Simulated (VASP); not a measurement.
Band structure of PIr (space group Cmcm). Calculation: PBE GGA, VASP's PBE PAW potentials (set 64) (plane waves; VASP).

Unless said otherwise, spin-orbit coupling is left out, though it shifts the bands of the heavy elements here.

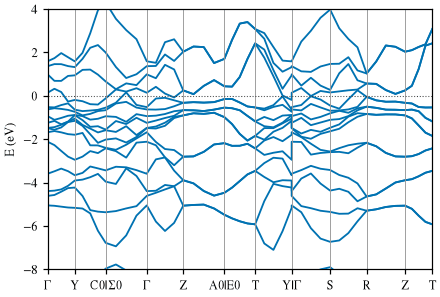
Figure: Bands along high-symmetry lines, zero at the valence-band maximum or, without a gap, the Fermi level

**Question.** Read the plot: is there a gap, and where are the band edges?

**Answer.** It has no gap at this level: it comes out as a metal or semimetal.

The structure was generated: PIr was put into an ordered model structure, which need not be its known phase. The cell was not relaxed at this level.
